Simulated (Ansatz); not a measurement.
## Amorphous Si33N40

A CHGNet melt-quench gave the starting glass, which DFT then relaxed. N atoms were pushed apart under 1.9 Å during the dynamics, to hinder bonds among them. The hot cell started wider than the set density and was brought back towards it in steps. It is the lowest in DFT energy of 2 quenches. It is a model cell: composition and starting density were chosen by hand, and all elements were melted together. No dispersion term was used.

Methods: PBE, scalar-relativistic without spin-orbit coupling (Ansatz, a quantum-chemistry and plane-wave program); r2SCAN, scalar-relativistic without spin-orbit coupling (Ansatz); HSE06, scalar-relativistic without spin-orbit coupling (Ansatz). Geometry, pressure, stress and energy are those of the PBE run. Its sampling: a 2×2×2 Γ-centred mesh; Fermi-Dirac width 0.02 eV; no spin polarisation. Other functionals are single points at the zone centre (r2SCAN at 500 eV; exact exchange cut at the cell's faces), free to take moments where seeds were set. The usual formal charges leave 12 electrons over, so the level spacing at the Fermi energy parts defect or band states and needn't be the band gap.

* **Number of atoms in the cell**: 73
* **Density (held, not predicted)**: 2.94 g/cm³
* **Volume per atom**: 11.52 Å^3
* **Pressure on a 2×2×2 Γ-centred mesh**: 1.09 GPa
* **Largest force and stress component on that mesh (the relaxation ran on the zone centre alone)**: 0.25 eV/Å and 1.2 GPa
* **Energy relative to beta Si3N4 + silicon (lowest mix at this level among the phases computed, not always the ambient ones)**: 0.325 eV/atom
* **Level spacing at the Fermi energy on a 2×2×2 Γ-centred mesh (PBE)**: 1.71 eV
* **Level spacing at the Fermi energy at the zone centre (PBE)**: 1.88 eV
* **Level spacing at the Fermi energy at the zone centre (r2SCAN)**: 2.18 eV
* **Level spacing at the Fermi energy at the zone centre (HSE06)**: 2.86 eV

Cut-offs for bonds: Si-Si 2.60 Å, Si-N 2.12 Å, N-N 1.70 Å. Two cations that share two anions don't count as bonded, nor two that share one unless they lie closer than Si-Si 2.38 Å.

The mean coordination of Si by anions comes out as 3.67 (1 with 2, 9 with 3, 23 with 4); 10 close contacts or bonds to cations besides, the mean coordination of N is 3.02 (1 with 2, 37 with 3, 2 with 4) and the mean Si-N bond is 1.771 Å (spread 0.059 Å, 121 counted). The mean Si-Si bond comes out as 2.336 Å (spread 0.054 Å, 5 counted).

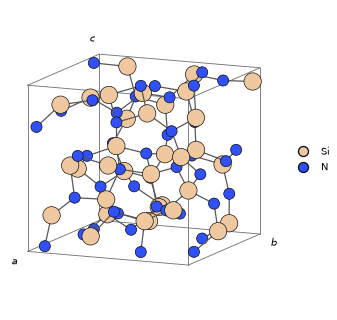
Fig. 1. The relaxed cell

Its density started from a set value of 2.94 g/cm³. The simulated quench (nominally 380 K/ps over its main leg) is rapid and tends to freeze in more defects than a deposited or slowly cooled glass has. A cell of this size samples the disorder only roughly. The volume was held where the preparation left it and the shape relaxed, at a PBE pressure of 1.1 GPa. Stress components on the final sampling reach 1.2 GPa. On a 2×2×2 Γ-centred mesh force components of up to 0.25 eV/Å stay, since the relaxation ran on the zone centre alone.
